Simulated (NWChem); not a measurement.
# One shape, several levels: SnGeH6 (SMILES [GeH3][SnH3])

Aim: a comparison of 6 runs (HF/STO-3G, HF/3-21G, PBE/def2-SVP, PBE0/def2-SVP, SVWN5/def2-SVP, CCSD(T)/def2-SVP) of SnGeH6. 

The calculation is run with NWChem 7.3.0.

## (1) The molecule

SnGeH6: 8 atoms, total charge 0, spin state singlet. SMILES: `[GeH3][SnH3]`. The coordinates come from a PBE0-D4/def2-TZVP relaxation.

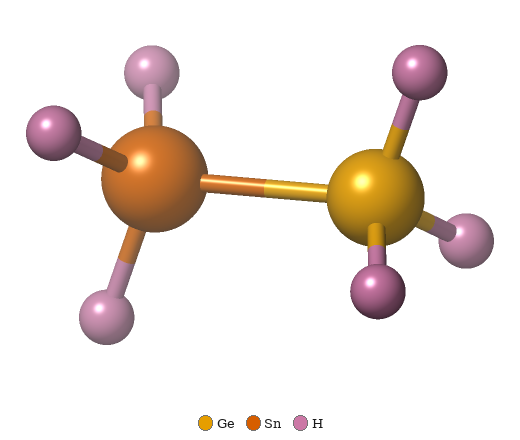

Viewed from a chosen angle; germanium amber, tin orange, hydrogen pink.

## (2) Energy and forces at HF/STO-3G (run 1)

The input, geh6sn.xyz:

```xyz
8

Ge    -0.754100     0.285800    -1.041300
Sn     0.751500    -0.290300     0.992300
H     -1.830800     1.307300    -0.639500
H     -1.453400    -0.978600    -1.567000
H      0.087500     0.886500    -2.179300
H     -0.187600    -0.932800     2.265200
H      1.931000    -1.444200     0.553800
H      1.547900     1.109100     1.560100
```

The input, run.py:

```python
from ase.io import read
from ase.calculators.nwchem import NWChem

molecule = read('geh6sn.xyz')

calc = NWChem(
    label='geh6sn',
    theory='scf',
    memory='2200 mb',
    basis='STO-3G',
    basispar='spherical bse',
    scf={'nopen': '0', 'rhf': None, 'thresh': '1e-08', 'maxiter': '80'},
)
molecule.calc = calc

forces = molecule.get_forces()
print("Total energy (eV):", round(molecule.get_potential_energy(), 6))
print("forces (eV/A):")
for s, f in zip(molecule.symbols, forces):
    print(f"{s:2s} {f[0]:10.5f} {f[1]:10.5f} {f[2]:10.5f}")
print("dipole (e A):", molecule.get_dipole_moment().round(4))
```

Launch:

```sh
$ export ASE_NWCHEM_COMMAND="nwchem PREFIX.nwi > PREFIX.nwo"
$ python run.py
```

Output:

```text
Total energy (eV): -218196.638374
forces (eV/A):
Ge   -0.86358    0.33203   -1.16826
Sn    0.63059   -0.24230    0.85577
H     1.42969   -1.39709   -0.65789
H     0.90302    1.79072    0.63609
H    -1.24596   -0.81036    1.48959
H     0.73122    0.51170   -1.02104
H    -0.94390    0.91660    0.33028
H    -0.64103   -1.10131   -0.46460
dipole (e A): [ 0.0196 -0.0075  0.026 ]
```

The calculator wrote geh6sn.nwi:

```
title "geh6sn"

permanent_dir geh6sn

scratch_dir geh6sn

start geh6sn

geometry units angstrom nocenter noautosym noautoz
  Ge -7.5409999999999999e-01 2.8580000000000000e-01 -1.0412999999999999e+00
  Sn 7.5149999999999995e-01 -2.9030000000000000e-01 9.9229999999999996e-01
  H  -1.8308000000000000e+00 1.3072999999999999e+00 -6.3949999999999996e-01
  H  -1.4534000000000000e+00 -9.7860000000000003e-01 -1.5669999999999999e+00
  H  8.7499999999999994e-02 8.8649999999999995e-01 -2.1793000000000000e+00
  H  -1.8759999999999999e-01 -9.3279999999999996e-01 2.2652000000000001e+00
  H  1.9310000000000000e+00 -1.4441999999999999e+00 5.5379999999999996e-01
  H  1.5479000000000001e+00 1.1091000000000000e+00 1.5601000000000000e+00
end

memory 2200 mb

basis spherical bse noprint
   * library STO-3G
end

scf
  nopen 0
  rhf
  thresh 1e-08
  maxiter 80
end

task scf gradient
```

geh6sn.nwo, shortened:

```text
[...]
      One-electron energy = -12022.641073981691
[... 1 line left out ...]
 Nuclear repulsion energy =    445.383821572683
[... 59 lines left out ...]
                       ROHF Final Molecular Orbital Analysis
[... 225 lines left out ...]
     1   1 0 0      0.036971      0.000000     25.583866
[...]
  wavefunction    =   RHF
                         RHF ENERGY GRADIENTS
    atom               coordinates                        gradient
                 x          y          z           x          y          z
   1 Ge     -1.425042   0.540084  -1.967772    0.016794  -0.006457   0.022719
   2 Sn      1.420129  -0.548587   1.875175   -0.012263   0.004712  -0.016642
   3 H      -3.459710   2.470439  -1.208480   -0.027803   0.027169   0.012794
[... 4 lines of this table left out ...]
   8 H       2.925107   2.095895   2.948162    0.012466   0.021417   0.009035
[...]
```

It took 6.9 s on 1 thread of AMD EPYC 9R45 (Zen 5), shared host; peak memory 0.1 GiB.

## (3) Energy and forces at HF/3-21G (run 2)

The input, run.py:

```python
from ase import Atoms
from ase.calculators.nwchem import NWChem

mol = Atoms('GeSnHHHHHH', positions=[
    [-0.754100, 0.285800, -1.041300],
    [0.751500, -0.290300, 0.992300],
    [-1.830800, 1.307300, -0.639500],
    [-1.453400, -0.978600, -1.567000],
    [0.087500, 0.886500, -2.179300],
    [-0.187600, -0.932800, 2.265200],
    [1.931000, -1.444200, 0.553800],
    [1.547900, 1.109100, 1.560100],
])

calc = NWChem(
    label='nw',
    theory='scf',
    memory='2200 mb',
    basis='3-21G',
    basispar='spherical bse',
    scf={'nopen': '0', 'rhf': None, 'thresh': '1e-08', 'maxiter': '80'},
)
mol.calc = calc

forces = mol.get_forces()
print("Total energy (eV):", round(mol.get_potential_energy(), 6))
print("forces (eV/A):")
for s, f in zip(mol.symbols, forces):
    print(f"{s:2s} {f[0]:10.5f} {f[1]:10.5f} {f[2]:10.5f}")
print("dipole (e A):", mol.get_dipole_moment().round(4))
```

Launch:

```sh
$ export ASE_NWCHEM_COMMAND="nwchem PREFIX.nwi > PREFIX.nwo"
$ python run.py
```

Output:

```text
Total energy (eV): -219461.04509
forces (eV/A):
Ge   -0.40911    0.15766   -0.55433
Sn    0.09451   -0.03672    0.12902
H    -0.00015    0.00632    0.01753
H     0.00288   -0.01661    0.00884
H     0.01831    0.00165    0.00216
H    -0.27141   -0.18486    0.36448
H     0.33774   -0.33095   -0.12886
H     0.22729    0.40346    0.16111
dipole (e A): [ 0.0046 -0.0017  0.0058]
```

The calculator wrote nw.nwi:

```
title "nw"

permanent_dir nw

scratch_dir nw

start nw

geometry units angstrom nocenter noautosym noautoz
  Ge -7.5409999999999999e-01 2.8580000000000000e-01 -1.0412999999999999e+00
  Sn 7.5149999999999995e-01 -2.9030000000000000e-01 9.9229999999999996e-01
  H  -1.8308000000000000e+00 1.3072999999999999e+00 -6.3949999999999996e-01
  H  -1.4534000000000000e+00 -9.7860000000000003e-01 -1.5669999999999999e+00
  H  8.7499999999999994e-02 8.8649999999999995e-01 -2.1793000000000000e+00
  H  -1.8759999999999999e-01 -9.3279999999999996e-01 2.2652000000000001e+00
  H  1.9310000000000000e+00 -1.4441999999999999e+00 5.5379999999999996e-01
  H  1.5479000000000001e+00 1.1091000000000000e+00 1.5601000000000000e+00
end

memory 2200 mb

basis spherical bse noprint
   * library 3-21G
end

scf
  nopen 0
  rhf
  thresh 1e-08
  maxiter 80
end

task scf gradient
```

nw.nwo, shortened:

```text
[...]
      One-electron energy = -12050.804804623438
[... 1 line left out ...]
 Nuclear repulsion energy =    445.383821572683
[... 62 lines left out ...]
                       ROHF Final Molecular Orbital Analysis
[... 236 lines left out ...]
     1   1 0 0      0.008681      0.000000     25.583866
[...]
  wavefunction    =   RHF
                         RHF ENERGY GRADIENTS
    atom               coordinates                        gradient
                 x          y          z           x          y          z
   1 Ge     -1.425042   0.540084  -1.967772    0.007956  -0.003066   0.010780
   2 Sn      1.420129  -0.548587   1.875175   -0.001838   0.000714  -0.002509
   3 H      -3.459710   2.470439  -1.208480    0.000003  -0.000123  -0.000341
[... 4 lines of this table left out ...]
   8 H       2.925107   2.095895   2.948162   -0.004420  -0.007846  -0.003133
[...]
```

Run time: 7.5 s. Hardware: 1 thread of AMD EPYC 9R45 (Zen 5), shared host; peak memory 0.1 GiB.

Runs 3 to 5 aren't shown in full; the table further down has their settings and results.

## (4) The energy at CCSD(T)/def2-SVP (core potential) (run 6)

The input, geh6sn.nw:

```
start geh6sn
title "GeH6Sn energy"
memory total 2200 mb

geometry noautosym nocenter noautoz
 Ge      -0.754100       0.285800      -1.041300
 Sn       0.751500      -0.290300       0.992300
 H       -1.830800       1.307300      -0.639500
 H       -1.453400      -0.978600      -1.567000
 H        0.087500       0.886500      -2.179300
 H       -0.187600      -0.932800       2.265200
 H        1.931000      -1.444200       0.553800
 H        1.547900       1.109100       1.560100
end

basis spherical bse
 Ge library def2-SVP
 Sn library def2-SVP
 H library def2-SVP
end

ecp bse
 Sn library def2-SVP
end

scf
 thresh 1e-08
 maxiter 80
 print low
end

ccsd
 freeze core 13
 maxiter 60
end

task ccsd(t) energy
```

Launch:

```sh
$ nwchem geh6sn.nw > geh6sn.out
```

Output:

```text
[...]
  functions       =    88
[...]
  wavefunction    = RHF
[...]
         Total SCF energy =  -2291.915824617415
      One-electron energy =  -3721.190647278385
      Two-electron energy =   1205.531279697067
 Nuclear repulsion energy =    223.743542963902
        Time for solution =     13.8s
[...]
 Total MP2 energy:          -2292.277441580130017
[...]
             energy      energy      error      ampl     ampl      Block
                                                time     time      time
[...]
 Total CCSD energy:          -2292.313203629109466
[...]
 Total CCSD+T(CCSD) energy:          -2292.324737885877312
[...]
 Total CCSD(T) energy:               -2292.323782580753232
[...]
```

It took 2 min on 1 thread of AMD EPYC 9R45 (Zen 5), shared host; peak memory 0.28 GiB.

## (5) All runs side by side

| run | level | iteration cap | module | energy (Eh) | dipole moment (D) | HOMO energy (eV) | LUMO energy (eV) | wall time |
| --- | --- | --- | --- | --- | --- | --- | --- | --- |
| 1 | HF/STO-3G | 80 | scf | -8018.578627 | 0.16 | -8.22 | 10.21 | 6.9 s |
| 2 | HF/3-21G | 80 | scf | -8065.044717 | 0.04 | -10.25 | 3.18 | 7.5 s |
| 3 | PBE/def2-SVP (core potential) | 100 | dft | -2294.275061 | 0.10 | -6.85 | -0.72 | 29 s |
| 4 | PBE0/def2-SVP (core potential) | 100 | dft | -2294.352431 | 0.09 | – | – | 29 s |
| 5 | SVWN5/def2-SVP (core potential) | 100 | dft | -2291.066951 | 0.11 | -6.95 | -0.95 | 22 s |
| 6 | CCSD(T)/def2-SVP (core potential) | 80 | ccsd(t) | -2292.323783 | – | – | – | 2 min |

## (6) Outcome

```
                                           quantity           value
                                run 6: total energy  -2292.32378 Eh
run 6: correlation energy (13 core orbitals frozen)      -408.0 mEh
                              run 6: (T) correction      -10.58 mEh
```

**Reading.** Over runs 1, 2, 3, 4, 5 the dipole moment (its size) runs from 0.04 D (HF/3-21G) to 0.16 D (HF/STO-3G). Over runs 1, 2, 3, 5 the HOMO–LUMO gap runs from 6.00 eV (SVWN5/def2-SVP) to 18.43 eV (HF/STO-3G). The two ends differ in method and basis and core potential. Totals of different functionals can't be ranked against each other. Some runs of one species differ in core potentials or relativity; totals across that change don't compare. In run 1 the basis is minimal, so the values are rough. In runs 1, 2 relativity is left out where basis or elements ask for it. All runs together took 3.6 min, the longest 2 min.
